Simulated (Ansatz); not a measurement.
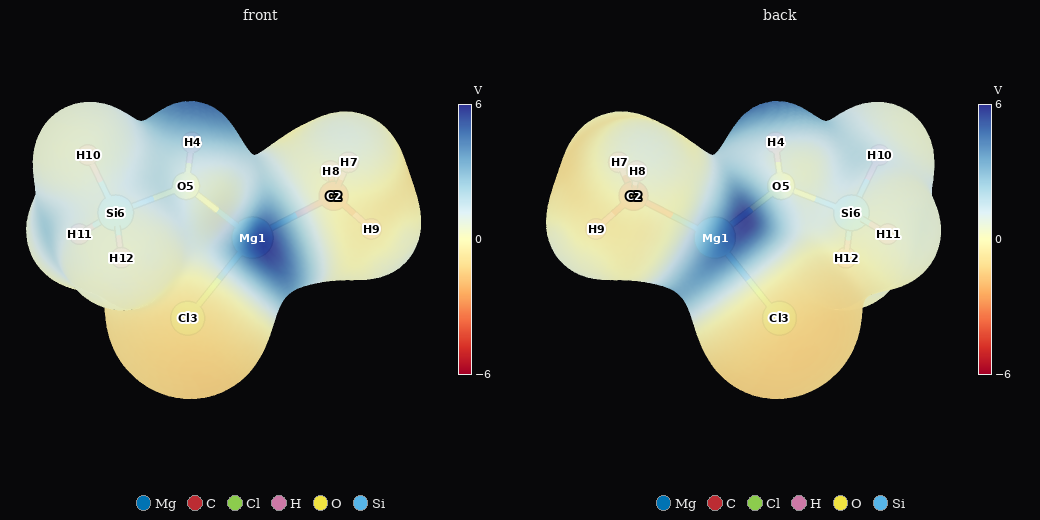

The picture shows: CH$_{7}$ClMgOSi. The molecular electrostatic potential painted on the density surface at 0.004 e/bohr³, seen from the front and from behind; the colour scale runs from red (negative) to blue (positive).

Computed with RKS LDA/def2-mTZVP in Ansatz 0.2.0.

```json
{"atom": "Mg", "x (Å)": "0.0839", "y (Å)": "-0.1189", "z (Å)": "-1.0904"}
{"atom": "C", "x (Å)": "1.8827", "y (Å)": "-0.8358", "z (Å)": "-1.8122"}
{"atom": "Cl", "x (Å)": "-2.0406", "y (Å)": "0.6511", "z (Å)": "-1.2972"}
{"atom": "H", "x (Å)": "0.6032", "y (Å)": "-0.1012", "z (Å)": "1.5295"}
{"atom": "O", "x (Å)": "-0.1234", "y (Å)": "0.1164", "z (Å)": "0.9115"}
{"atom": "Si", "x (Å)": "-1.5397", "y (Å)": "0.7005", "z (Å)": "1.6885"}
{"atom": "H", "x (Å)": "2.2947", "y (Å)": "-1.6381", "z (Å)": "-1.1760"}
{"atom": "H", "x (Å)": "2.6523", "y (Å)": "-0.0478", "z (Å)": "-1.8721"}
{"atom": "H", "x (Å)": "1.7827", "y (Å)": "-1.2572", "z (Å)": "-2.8262"}
{"atom": "H", "x (Å)": "-1.0963", "y (Å)": "0.6499", "z (Å)": "3.1248"}
{"atom": "H", "x (Å)": "-1.8178", "y (Å)": "2.1115", "z (Å)": "1.3180"}
{"atom": "H", "x (Å)": "-2.6817", "y (Å)": "-0.2304", "z (Å)": "1.5017"}
```

### Describe the electrostatic potential map.

The most negative region (about −1.4 V) lies over Cl3, the most positive (about +5.7 V) over Mg1.
